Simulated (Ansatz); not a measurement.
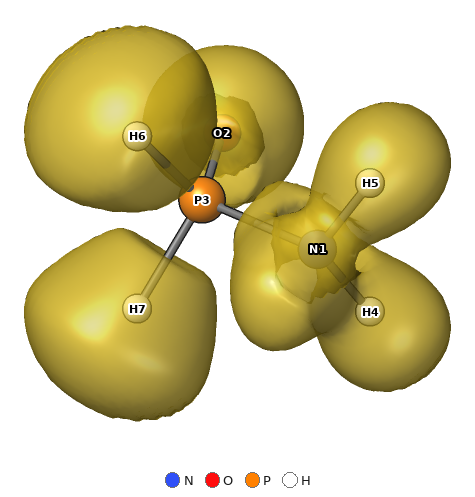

*H4NOP. Isosurface of the ELF at 0.75 (yellow), seen at a tilt. Only the valence region is drawn (cores and ρ < 0.01 e/Å³ removed).*

Geometry: r2SCAN-D4/def2-TZVP.

The calculation used isolated molecule in a Gaussian basis; Kohn-Sham density functional theory, functional PBE0 in Ansatz 0.2.0.

Input

```
crystal:
  periodic: [false, false, false]
  atoms:
    - {symbol: N, position_ang: [0.683648, -0.348175, -0.481649]}
    - {symbol: O, position_ang: [-0.706493, 0.030211, 1.859949]}
    - {symbol: P, position_ang: [0.403183, -0.628413, 1.144866]}
    - {symbol: H, position_ang: [-0.066258, -0.651277, -1.092116]}
    - {symbol: H, position_ang: [0.933124, 0.608796, -0.702705]}
    - {symbol: H, position_ang: [1.691384, -0.349432, 1.651596]}
    - {symbol: H, position_ang: [0.351852, -2.039521, 1.129604]}
basis:
  gaussian:
    orbitals: def2-TZVPD
hamiltonian:
  xc: pbe0
output: {forces: true, orbitals: {seedname: orbitals}}
```

Launched as:

```sh
ansatz run input.yaml --threads 2 --pin off --max-ram 4350MiB --events-out events.jsonl --progress --plain --runs-dir runs
```

What do the ELF domains correspond to?

Answer. At this value the surface marks out two regions around hydrogen nuclei, one region wrapped around O (its lone pairs, merged into a ring or cap) and one joined region spread over several atoms (H, N), in which their bonds and any lone pairs are merged.

Values along the shortest contacts:
P–O (1.48 Å): the ELF peaks at about 0.80 between the atoms: a polar covalent bond. P–N (1.67 Å): the ELF peaks at about 0.90 between the atoms; a shared but strongly polarised pair.
